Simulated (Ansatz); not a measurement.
The calculation's input:

```
crystal:
  periodic: [false, false, false]
  atoms:
    - {symbol: Si, position_ang: [0.088261, -0.464358, -1.488294]}
    - {symbol: N, position_ang: [0.160926, 1.207148, -1.079723]}
    - {symbol: H, position_ang: [1.317033, -1.111288, -0.960805]}
    - {symbol: H, position_ang: [-1.118763, -1.039676, -0.839744]}
    - {symbol: H, position_ang: [0.004086, -0.775229, -2.946365]}
    - {symbol: H, position_ang: [-0.649666, 1.787528, -1.227098]}
    - {symbol: H, position_ang: [1.004482, 1.724345, -1.270162]}
    - {symbol: P, position_ang: [-0.773048, -0.366336, 2.531959]}
    - {symbol: H, position_ang: [0.016278, -1.464681, 2.100605]}
    - {symbol: H, position_ang: [0.128659, -0.026683, 3.575271]}
    - {symbol: H, position_ang: [-0.178248, 0.529232, 1.604457]}
basis:
  gaussian: {orbitals: "def2-TZVPPD.json"}
hamiltonian: {xc: pbe0, dispersion: d4}
output: {orbitals: {seedname: orbitals}}
```

Run with:

```sh
ansatz run in.yaml --threads 4 --pin off --events-out ev --progress --plain --max-ram 9574MiB
```

Geometry: PBE0-D4/def2-TZVP.

Level of theory: RKS PBE0-D4/def2-TZVPPD (Ansatz 0.2.0).

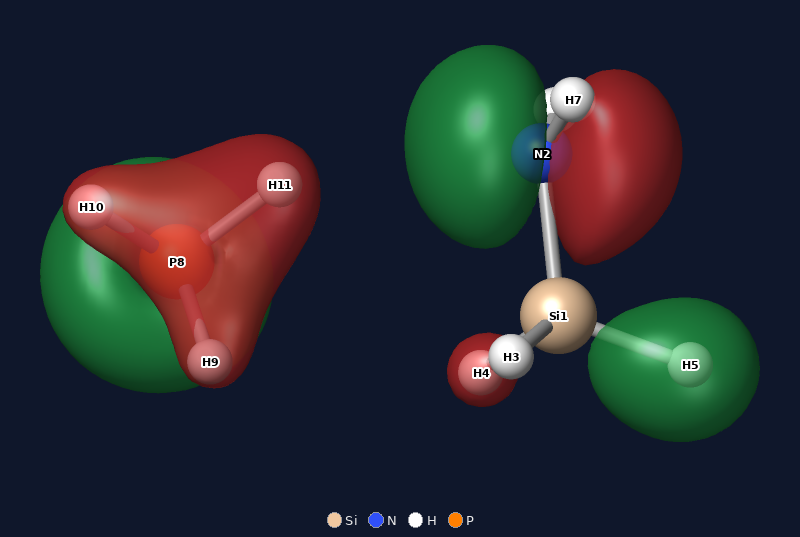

H5NSi···PH3 (SMILES [SiH3]N.P). The HOMO at ±0.1 Å⁻³ᐟ² (green and red are the two phases), seen across its widest extent.

Describe this orbital and give its energy.

It lies mainly on N2 (about 35 %), P8 (about 35 %), Si1 (about 10 %) and H5 (about 5 %). Its energy is −7.50 eV.
